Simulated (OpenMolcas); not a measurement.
# One shape, several levels: CH4BFO2 (SMILES COB(O)F)

Aim: a comparison of 6 runs (HF/3-21G, B2PLYP/def2-SVP, B3LYP/def2-SVP, M06-L/def2-SVP, SVWN5/def2-SVP, MP2/def2-SVP) of CH4BFO2. 

The results are computed with OpenMolcas 26.06.

1 further run of the same task is left out (set aside as unsound or not needed).

### 1 Starting point

The species is CH4BFO2 (9 atoms), meant as a singlet with charge 0. As SMILES, `COB(O)F`. The B3–F5 distance was set to 2.406 Å, away from the relaxed value. At this shape a bond of the SMILES string is far longer than usual.

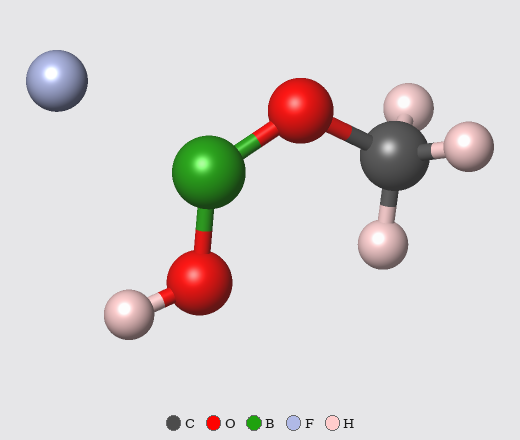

The structure, seen from a chosen angle (carbon dark grey, oxygen red, boron green, fluorine light blue, hydrogen pink).

### 2 A single-point energy at HF/3-21G (run 1)

job.inp reads:

```
>>> EXPORT MOLCAS_PRINT=2

&gateway
  baslib=$CurrDir
  coord
  9
  bohr
  C     -1.34960271     0.51601617    -4.02610308
  O     -1.04290016     0.89074887    -1.39843891
  B      0.48286471    -0.57322196     0.00921808
  O      1.84346752    -2.51812809    -0.98251019
  F      0.75872504     0.35470159     4.45087194
  H     -3.33797254     0.12654362    -4.41444180
  H     -0.19951539    -1.05056678    -4.71642004
  H     -0.80876310     2.24643839    -5.01008348
  H      2.83992010    -3.37946526     0.26338625
  basis=3-21G
  group=NoSym

&seward

&scf
  thresholds=1e-10 1e-07 1e-07 1e-05
  prorbitals=1 2
```

The basis set 3-21G is read from a file made from the Basis Set Exchange's data (not shown).

The run is started by

```sh
$ export MOLCAS_MEM=1860
$ pymolcas job.inp > job.log
```

The log of the run:

```text
--- Start Module: gateway ---
[...]
--- Stop Module: gateway /rc=_RC_ALL_IS_WELL_ ---
--- Start Module: seward ---
[...]
      Basis functions           53
--- Stop Module: seward /rc=_RC_ALL_IS_WELL_ ---
--- Start Module: scf ---
[...]
       Convergence after  16 Iterations
[...]
::    Total SCF energy                               -312.2818240500
[...]
      Total spin, S                                     0.0000000000
[...]
      Total electronic charge=   40.000000
      Total            charge=   -0.000000
[...]
      Dipole Moment (debye):
      Origin of the operator (angstrom)=    0.1005   -0.1457   -0.1066
                   X=  5.9412E-01               Y= -2.3954E+00               Z= -5.8674E+00           Total=  6.3654E+00
      Quadrupole Moment (debye*angstrom):
[...]
--- Stop Module: scf /rc=_RC_ALL_IS_WELL_ ---
[...]
```

Wall time 2.2 s (1 thread of Intel Xeon 6975P-C (Granite Rapids), shared host); peak memory 0.38 GiB.

### 3 The energy at B2PLYP/def2-SVP (run 2)

job.inp reads:

```
* CH4BFO2 Kohn-Sham DFT

&GATEWAY
 BasLib=$CurrDir
 Coord
 9
 angstrom
 C       -0.714179       0.273064      -2.130522
 O       -0.551879       0.471364      -0.740022
 B        0.255521      -0.303336       0.004878
 O        0.975521      -1.332536      -0.519922
 F        0.401500       0.187700       2.355300
 H       -1.766379       0.066964      -2.336022
 H       -0.105579      -0.555936      -2.495822
 H       -0.427979       1.188764      -2.651222
 H        1.502821      -1.788336       0.139378
 Basis=def2-SVP
 Group=NoSym

&SEWARD
 GridInput
 Grid=UltraFine
 End of Grid

&SCF
 KSDFT=B2PLYP_SCF
 Thresholds=1e-10 1e-07 1e-07 1e-05
 PrOrbitals=1 2

&MBPT2
 Frozen=5
```

The basis set def2-SVP is read from a file made from the Basis Set Exchange's data (not shown).

The run is started by

```sh
$ export MOLCAS_MEM=1860
$ pymolcas job.inp > job.log
```

The log of the run:

```text
--- Start Module: gateway ---
[...]
--- Stop Module: gateway /rc=_RC_ALL_IS_WELL_ ---
[...]
      Basis functions           90
[...]
--- Start Module: scf ---
[...]
       Convergence after  17 Iterations
[...]
::    Total KS-DFT energy                            -314.8498107877
[...]
      Total spin, S                                     0.0000000000
[...]
      Total electronic charge=   40.000000
      Total            charge=   -0.000000
[...]
      Dipole Moment (debye):
      Origin of the operator (angstrom)=    0.1005   -0.1457   -0.1066
                   X=  3.7646E-01               Y= -2.2261E+00               Z= -6.2021E+00           Total=  6.6003E+00
      Quadrupole Moment (debye*angstrom):
[...]
--- Stop Module: scf /rc=_RC_ALL_IS_WELL_ ---
[...]
--- Start Module: mbpt2 ---
[...]
 ###    WARNING: MP2 implementation intended for RHF references only         ###
 ###############################################################################
MBPT2 WARNING: Reference function according to RunFile:KS-DFT
I'll assume you know what you're doing and continue
WARNING!
Default frozen orbitals as non valence orbitals is overwritten by user input.
Default values:   5
[...]
       Reference weight ( Cref**2 )         =        0.72331
::    Total MBPT2 energy                             -315.8319106205
[...]
      Total MBPT2 calculations                           0.30      0.34
--- Stop Module: mbpt2 /rc=_RC_ALL_IS_WELL_ ---
[...]
```

It took 28 s on 1 thread of Intel Xeon 6975P-C (Granite Rapids), shared host; peak memory 0.49 GiB.

Run 3 isn't shown in full; the table further down has it.

### 4 The energy at M06-L/def2-SVP (run 4)

calc.inp reads:

```
&GATEWAY
BasLib = $CurrDir
Coord
9
bohr
C     -1.34960271     0.51601617    -4.02610308
O     -1.04290016     0.89074887    -1.39843891
B      0.48286471    -0.57322196     0.00921808
O      1.84346752    -2.51812809    -0.98251019
F      0.75872504     0.35470159     4.45087194
H     -3.33797254     0.12654362    -4.41444180
H     -0.19951539    -1.05056678    -4.71642004
H     -0.80876310     2.24643839    -5.01008348
H      2.83992010    -3.37946526     0.26338625
Basis = def2-SVP
Group = NoSym
&SEWARD
GridInput
Grid=UltraFine
End of Grid
&SCF
KSDFT = M06L
Thresholds = 1e-10 1e-07 1e-07 1e-05
PrOrbitals = 0
```

The basis set def2-SVP is read from a file made from the Basis Set Exchange's data (not shown).

The run is started by

```sh
$ export MOLCAS_MEM=1860
$ pymolcas calc.inp > calc.log
```

The log of the run:

```text
--- Start Module: gateway ---
[...]
--- Stop Module: gateway /rc=_RC_ALL_IS_WELL_ ---
--- Start Module: seward ---
[...]
      Basis functions           90
--- Stop Module: seward /rc=_RC_ALL_IS_WELL_ ---
[...]
--- Start Module: scf ---
[...]
       Convergence after  19 Iterations
[...]
::    Total KS-DFT energy                            -315.3565651184
[...]
      Total spin, S                                     0.0000000000
[...]
      Total electronic charge=   40.000000
      Total            charge=   -0.000000
[...]
      Dipole Moment (debye):
      Origin of the operator (angstrom)=    0.1005   -0.1457   -0.1066
                   X=  3.7792E-01               Y= -2.0819E+00               Z= -5.6886E+00           Total=  6.0694E+00
      Quadrupole Moment (debye*angstrom):
[...]
--- Stop Module: scf /rc=_RC_ALL_IS_WELL_ ---
[...]
```

Run time: 41 s. Hardware: 1 thread of Intel Xeon 6975P-C (Granite Rapids), shared host; peak memory 0.49 GiB.

Run 5 isn't shown in full; the table further down has it.

### 5 A single-point energy at MP2/def2-SVP (run 6)

test.inp reads:

```
>>> EXPORT MOLCAS_PRINT=2

&GATEWAY
  BasLib = $CurrDir
  BasisSet
  C.def2-SVP....
  C1 -0.714179 0.273064 -2.130522 angstrom
  End of Basis
  BasisSet
  O.def2-SVP....
  O2 -0.551879 0.471364 -0.740022 angstrom
  O4 0.975521 -1.332536 -0.519922 angstrom
  End of Basis
  BasisSet
  B.def2-SVP....
  B3 0.255521 -0.303336 0.004878 angstrom
  End of Basis
  BasisSet
  F.def2-SVP....
  F5 0.401500 0.187700 2.355300 angstrom
  End of Basis
  BasisSet
  H.def2-SVP....
  H6 -1.766379 0.066964 -2.336022 angstrom
  H7 -0.105579 -0.555936 -2.495822 angstrom
  H8 -0.427979 1.188764 -2.651222 angstrom
  H9 1.502821 -1.788336 0.139378 angstrom
  End of Basis

&SEWARD

&SCF
  Thresholds = 1e-10 1e-07 1e-07 1e-05
  PrOrbitals = 1 2

&MBPT2
  Frozen = 5
```

The basis set def2-SVP is read from a file made from the Basis Set Exchange's data (not shown).

The run is started by

```sh
$ export MOLCAS_MEM=1860
$ pymolcas test.inp > test.log
```

The log of the run:

```text
--- Start Module: gateway ---
[...]
--- Stop Module: gateway /rc=_RC_ALL_IS_WELL_ ---
[...]
      Basis functions           90
[...]
--- Start Module: scf ---
[...]
       Convergence after  16 Iterations
[...]
::    Total SCF energy                               -313.7621105312
[...]
      Total spin, S                                     0.0000000000
[...]
      Total electronic charge=   40.000000
      Total            charge=   -0.000000
[...]
      Dipole Moment (debye):
      Origin of the operator (angstrom)=    0.1005   -0.1457   -0.1066
                   X=  3.6302E-01               Y= -2.4338E+00               Z= -6.9906E+00           Total=  7.4110E+00
      Quadrupole Moment (debye*angstrom):
[...]
--- Stop Module: scf /rc=_RC_ALL_IS_WELL_ ---
[...]
--- Start Module: mbpt2 ---
[...]
WARNING!
Default frozen orbitals as non valence orbitals is overwritten by user input.
Default values:   5
[...]
       Reference weight ( Cref**2 )         =        0.81648
::    Total MBPT2 energy                             -314.5551346158
[...]
      Total MBPT2 calculations                           0.28      0.33
--- Stop Module: mbpt2 /rc=_RC_ALL_IS_WELL_ ---
[...]
```

Run time: 7.8 s. Hardware: 1 thread of Intel Xeon 6975P-C (Granite Rapids), shared host; peak memory 0.49 GiB.

### 6 Overview of the runs

| run | level | frozen core orbitals | integration grid | energy (Eh) | dipole moment (D) of the reference | HOMO energy (eV) | LUMO energy (eV) | wall time |
| --- | --- | --- | --- | --- | --- | --- | --- | --- |
| 1 | HF/3-21G | – | – | -312.281824 | 6.37 | -10.70 | 1.78 | 2.2 s |
| 2 | B2PLYP/def2-SVP | 5 | UltraFine | -315.114978 | 6.60 | -9.37 | -1.08 | 28 s |
| 3 | B3LYP/def2-SVP | – | UltraFine | -315.399177 | 6.07 | -7.21 | -2.63 | 28 s |
| 4 | M06-L/def2-SVP | – | UltraFine | -315.356565 | 6.07 | -5.95 | -3.03 | 41 s |
| 5 | SVWN5/def2-SVP | – | UltraFine | -313.039293 | 5.83 | -5.63 | -3.47 | 20 s |
| 6 | MP2/def2-SVP | 5 | – | -314.555135 | 7.41 | -11.67 | 1.26 | 7.8 s |

### 7 Summary of results

```
                                          quantity          value
                               run 6: total energy  -314.55513 Eh
         run 6: dipole moment (mean-field density)         7.41 D
        run 6: HOMO energy (Hartree–Fock orbitals)      -11.67 eV
        run 6: LUMO energy (Hartree–Fock orbitals)        1.26 eV
      run 6: HOMO–LUMO gap (Hartree–Fock orbitals)       12.94 eV
run 6: correlation energy (5 core orbitals frozen)     -793.0 mEh
```

Over runs 1, 2, 3, 4, 5 the dipole moment (its size) runs from 5.83 D (SVWN5/def2-SVP) to 6.60 D (B2PLYP/def2-SVP). A double hybrid's value is that of its SCF part. Over runs 1, 2, 3, 4, 5 the HOMO–LUMO gap runs from 2.16 eV (SVWN5/def2-SVP) to 12.48 eV (HF/3-21G). The two ends differ in method and basis. For B2PLYP the log adds the whole second-order term; the table takes 0.27 of it, as the functional is defined. Totals of different functionals can't be ranked against each other. All runs together took 2.1 min, the longest 41 s.
